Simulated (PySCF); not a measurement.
Geometry relaxation, with input and output: C$_{8}$H$_{20}$Cl$_{2}$N$_{2}$Sn (part 2 of 2)

The same run, continued: C$_{8}$H$_{20}$Cl$_{2}$N$_{2}$Sn (SnCl2(NHtBu)2), SMILES CC(C)(C)[NH][Sn]([Cl])([Cl])[NH]C(C)(C)C; PBE0-D3(BJ)/def2-SVP geometry optimisation, gas phase (PySCF 2.14.0). It belongs to a series of runs on one base structure; here: two ligands: Me to NHtBu.

Trajectory as extended XYZ, continued:
```
33
Properties=species:S:1:pos:R:3:forces:R:3 step=5 energy=-42445.41954
Sn    0.5737    0.0000   -0.1729    0.0261  -0.0236  -0.0304
Cl    1.8141   -0.0239    1.8557   -0.0051   0.0038  -0.0007
Cl    2.2409    0.0020   -1.8089    0.0231   0.0025  -0.0087
N    -0.5748    1.6324   -0.4353    0.0086   0.0380   0.0738
C    -0.1607    2.9919   -0.0592   -0.0510  -0.0231  -0.0555
C     1.2952    3.1982   -0.4621    0.0320   0.0053   0.0165
C    -1.0534    3.9547   -0.8471    0.0036   0.0053   0.0159
C    -0.3257    3.2299    1.4438   -0.0034   0.0096   0.0086
H    -1.5373    1.4567   -0.1500   -0.0153  -0.0133  -0.0166
H     1.5980    4.2401   -0.2858    0.0008   0.0138   0.0091
H     1.9713    2.5621    0.1339   -0.0052  -0.0053  -0.0051
H     1.4474    2.9646   -1.5250    0.0027  -0.0061  -0.0197
H    -0.9454    3.7771   -1.9267   -0.0002  -0.0048  -0.0017
H    -0.7919    5.0023   -0.6325   -0.0022  -0.0011   0.0099
H    -2.1132    3.8119   -0.5794    0.0079   0.0008  -0.0136
H     0.3025    2.5318    2.0174    0.0052  -0.0171   0.0035
H    -1.3745    3.0788    1.7476    0.0070   0.0044   0.0028
H    -0.0393    4.2556    1.7233   -0.0071   0.0128  -0.0042
N    -0.5771   -1.6284   -0.4502   -0.0273  -0.0392   0.0743
C    -0.1716   -2.9911   -0.0754    0.0059   0.0476  -0.0317
C    -0.3625   -3.2346    1.4246    0.0402  -0.0279  -0.0113
C    -1.0507   -3.9498   -0.8814   -0.0011  -0.0149  -0.0126
C     1.2922   -3.1978   -0.4535   -0.0062   0.0126  -0.0154
H    -1.5407   -1.4504   -0.1690   -0.0032   0.0112  -0.0307
H    -0.0833   -4.2633    1.7034    0.0000   0.0179  -0.0008
H     0.2571   -2.5376    2.0102   -0.0105  -0.0129  -0.0025
H    -1.4158   -3.0854    1.7102   -0.0206   0.0100   0.0110
H    -2.1141   -3.8109   -0.6271    0.0025   0.0012  -0.0246
H    -0.7894   -4.9976   -0.6693   -0.0044  -0.0113   0.0210
H    -0.9263   -3.7689   -1.9592   -0.0093   0.0183   0.0172
H     1.9571   -2.5614    0.1537    0.0073  -0.0055   0.0197
H     1.4641   -2.9598   -1.5129   -0.0110  -0.0055  -0.0131
H     1.5898   -4.2411   -0.2765    0.0101  -0.0034   0.0155
33
Properties=species:S:1:pos:R:3:forces:R:3 step=6 energy=-42445.42175
Sn    0.5831   -0.0019   -0.1740   -0.0165   0.0099   0.0053
Cl    1.8374   -0.0246    1.8460   -0.0121   0.0020   0.0000
Cl    2.2485    0.0016   -1.8113    0.0099   0.0003  -0.0168
N    -0.5699    1.6314   -0.4209    0.0348  -0.0049   0.0273
C    -0.1607    2.9944   -0.0564   -0.0059  -0.0269  -0.0156
C     1.2983    3.2009   -0.4506    0.0111   0.0017   0.0149
C    -1.0491    3.9505   -0.8558   -0.0193   0.0067  -0.0015
C    -0.3340    3.2424    1.4446   -0.0086   0.0138   0.0073
H    -1.5340    1.4553   -0.1431   -0.0159  -0.0232  -0.0088
H     1.5986    4.2438   -0.2749   -0.0004   0.0083   0.0040
H     1.9704    2.5673    0.1526   -0.0029  -0.0073  -0.0053
H     1.4583    2.9645   -1.5120    0.0017  -0.0045  -0.0129
H    -0.9311    3.7689   -1.9338    0.0069   0.0006  -0.0004
H    -0.7948    4.9999   -0.6418    0.0032  -0.0004   0.0037
H    -2.1112    3.8046   -0.5995    0.0061  -0.0020  -0.0032
H     0.2929    2.5485    2.0248    0.0047  -0.0093   0.0052
H    -1.3839    3.0908    1.7444    0.0048  -0.0012  -0.0003
H    -0.0532    4.2712    1.7192    0.0024   0.0061  -0.0046
N    -0.5750   -1.6275   -0.4361   -0.0175   0.0101   0.0306
C    -0.1744   -2.9935   -0.0744    0.0257   0.0264  -0.0305
C    -0.3590   -3.2471    1.4239    0.0218  -0.0161   0.0115
C    -1.0587   -3.9434   -0.8854   -0.0080   0.0083   0.0084
C     1.2879   -3.2030   -0.4587   -0.0296  -0.0067  -0.0007
H    -1.5396   -1.4462   -0.1613    0.0025   0.0099  -0.0201
H    -0.0833   -4.2782    1.6952   -0.0005  -0.0015  -0.0019
H     0.2677   -2.5578    2.0104   -0.0060  -0.0002   0.0033
H    -1.4096   -3.0931    1.7178   -0.0141   0.0053   0.0042
H    -2.1218   -3.7970   -0.6343    0.0008  -0.0001  -0.0135
H    -0.8061   -4.9934   -0.6749   -0.0007  -0.0189   0.0089
H    -0.9314   -3.7574   -1.9616   -0.0024   0.0065   0.0007
H     1.9566   -2.5724    0.1505    0.0090   0.0032   0.0060
H     1.4545   -2.9631   -1.5183    0.0058   0.0037  -0.0136
H     1.5821   -4.2481   -0.2858    0.0093   0.0003   0.0082
33
Properties=species:S:1:pos:R:3:forces:R:3 step=7 energy=-42445.42251
Sn    0.5877   -0.0021   -0.1722    0.0254  -0.0159   0.0187
Cl    1.8410   -0.0241    1.8476   -0.0077  -0.0011   0.0034
Cl    2.2547    0.0029   -1.8086    0.0006  -0.0040  -0.0138
N    -0.5659    1.6266   -0.4118   -0.0068   0.0244   0.0063
C    -0.1598    2.9911   -0.0537    0.0079  -0.0111   0.0043
C     1.3010    3.1957   -0.4438   -0.0005   0.0055   0.0021
C    -1.0450    3.9441   -0.8600   -0.0158   0.0042  -0.0048
C    -0.3360    3.2468    1.4462   -0.0084   0.0084  -0.0010
H    -1.5315    1.4473   -0.1414   -0.0108  -0.0076  -0.0063
H     1.6014    4.2387   -0.2680    0.0025   0.0004   0.0015
H     1.9697    2.5613    0.1621    0.0012  -0.0021  -0.0027
H     1.4639    2.9577   -1.5049    0.0014   0.0008  -0.0015
H    -0.9200    3.7607   -1.9370    0.0068   0.0032   0.0007
H    -0.7936    4.9942   -0.6457    0.0022   0.0004  -0.0007
H    -2.1084    3.7968   -0.6106    0.0026  -0.0021   0.0018
H     0.2902    2.5555    2.0307    0.0016  -0.0010   0.0024
H    -1.3861    3.0964    1.7452    0.0005  -0.0027  -0.0011
H    -0.0565    4.2775    1.7154    0.0045  -0.0011  -0.0028
N    -0.5753   -1.6226   -0.4287   -0.0104   0.0078   0.0057
C    -0.1772   -2.9902   -0.0750    0.0124   0.0034  -0.0183
C    -0.3583   -3.2517    1.4227    0.0089  -0.0090   0.0169
C    -1.0644   -3.9355   -0.8887   -0.0063   0.0139   0.0089
C     1.2840   -3.1998   -0.4632   -0.0201  -0.0142   0.0057
H    -1.5411   -1.4380   -0.1615   -0.0005  -0.0007  -0.0089
H    -0.0839   -4.2848    1.6879   -0.0030   0.0010  -0.0036
H     0.2714   -2.5670    2.0115   -0.0035   0.0015   0.0001
H    -1.4077   -3.0960    1.7210   -0.0033   0.0001  -0.0026
H    -2.1275   -3.7843   -0.6405   -0.0009   0.0004  -0.0028
H    -0.8177   -4.9872   -0.6787    0.0010  -0.0094  -0.0013
H    -0.9350   -3.7465   -1.9641    0.0021  -0.0045  -0.0022
H     1.9543   -2.5714    0.1468    0.0059   0.0050  -0.0025
H     1.4486   -2.9586   -1.5231    0.0068   0.0049  -0.0043
H     1.5788   -4.2451   -0.2918    0.0039   0.0013   0.0029
33
Properties=species:S:1:pos:R:3:forces:R:3 step=8 energy=-42445.42253
Sn    0.5920   -0.0040   -0.1696    0.0098   0.0143   0.0101
Cl    1.8389   -0.0283    1.8538   -0.0040  -0.0014   0.0009
Cl    2.2604   -0.0014   -1.8057   -0.0068   0.0015  -0.0020
N    -0.5619    1.6260   -0.4090    0.0079  -0.0008  -0.0004
C    -0.1576    2.9910   -0.0523    0.0049  -0.0062   0.0071
C     1.3035    3.1974   -0.4415   -0.0077  -0.0013  -0.0039
C    -1.0433    3.9427   -0.8599   -0.0041   0.0000  -0.0044
C    -0.3351    3.2489    1.4471   -0.0003   0.0039  -0.0009
H    -1.5286    1.4447   -0.1433   -0.0003   0.0016  -0.0041
H     1.6031    4.2405   -0.2644    0.0012  -0.0026   0.0013
H     1.9725    2.5625    0.1637    0.0013  -0.0016   0.0002
H     1.4672    2.9606   -1.5028    0.0003   0.0016   0.0024
H    -0.9153    3.7602   -1.9367    0.0026   0.0027  -0.0001
H    -0.7941    4.9931   -0.6446    0.0001   0.0007  -0.0009
H    -2.1068    3.7930   -0.6125    0.0010  -0.0009   0.0009
H     0.2916    2.5590    2.0331   -0.0012   0.0018   0.0006
H    -1.3852    3.0976    1.7459    0.0003  -0.0013  -0.0013
H    -0.0563    4.2804    1.7141    0.0020  -0.0021   0.0014
N    -0.5746   -1.6208   -0.4279   -0.0002   0.0011  -0.0015
C    -0.1791   -2.9895   -0.0763   -0.0024  -0.0043  -0.0035
C    -0.3603   -3.2537    1.4213   -0.0020   0.0001   0.0073
C    -1.0687   -3.9322   -0.8906   -0.0028   0.0061   0.0035
C     1.2814   -3.2016   -0.4648   -0.0030  -0.0065   0.0014
H    -1.5412   -1.4341   -0.1655   -0.0013  -0.0051  -0.0036
H    -0.0881   -4.2880    1.6840   -0.0013  -0.0019  -0.0008
H     0.2703   -2.5713    2.0119   -0.0014   0.0011  -0.0015
H    -1.4097   -3.0966    1.7197    0.0019  -0.0015  -0.0029
H    -2.1317   -3.7775   -0.6442    0.0003   0.0006   0.0013
H    -0.8258   -4.9851   -0.6804   -0.0001   0.0011  -0.0034
H    -0.9377   -3.7437   -1.9660    0.0031  -0.0056  -0.0022
H     1.9531   -2.5741    0.1450    0.0005   0.0024  -0.0039
H     1.4472   -2.9604   -1.5248    0.0026   0.0012   0.0022
H     1.5756   -4.2470   -0.2927   -0.0009   0.0012   0.0005
```

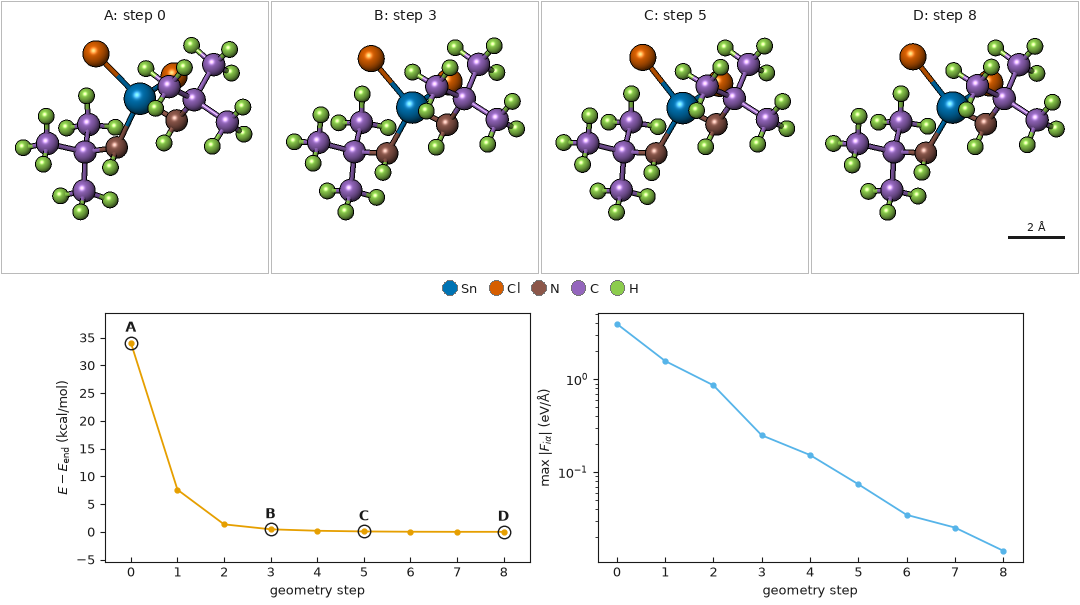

*Frames of the relaxation (ball-and-stick view, seen at a tilt) above the curves, on which the letters mark them (steps are counted from 0).*

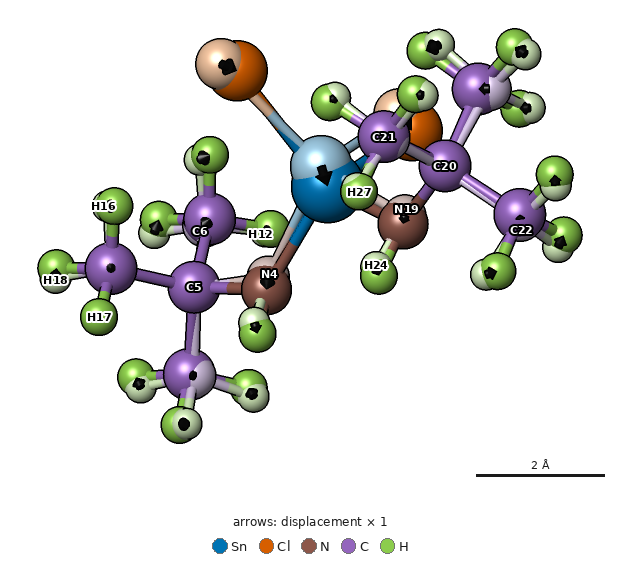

*Start (faint) and end (solid) with the displacements as black arrows, at true length (ball-and-stick view, seen at a tilt). The two geometries are laid on each other by the best rigid fit.*

The largest moves after the best rigid fit, 0.34 Å, are those of Sn1 and Cl3. By element the largest moves are Cl 0.34 Å, Sn 0.34 Å, H 0.28 Å, N 0.25 Å, C 0.19 Å. Distances before and after: Sn1–N4 2.133 → 2.011 Å, N4–H9 1.135 → 1.019 Å, C20–C23 1.633 → 1.526 Å, Sn1–Cl3 2.237 → 2.337 Å. Among the angles that change: C20–C22–H28 100.9° → 110.8°, C5–N4–H9 102.1° → 111.3°, Cl3–Sn1–N4 101.5° → 109.0°. Over 8 geometry steps the energy falls by 34.1 kcal/mol. The largest force component goes from 4 to 0.014 eV/Å. (Atoms are counted from 1 in the order of the input.)

Results in brief:

```json
{"quantity": "outcome", "value": "converged"}
{"quantity": "total energy", "value": "−1559.840520 hartree"}
{"quantity": "dipole moment", "value": "3.33 D"}
{"quantity": "point group", "value": "Cs"}
{"quantity": "hardware", "value": "2 CPU threads, shared host"}
{"quantity": "wall time", "value": "16 min (CPU time 33 min)"}
{"quantity": "peak memory", "value": "2.8 GiB"}
```
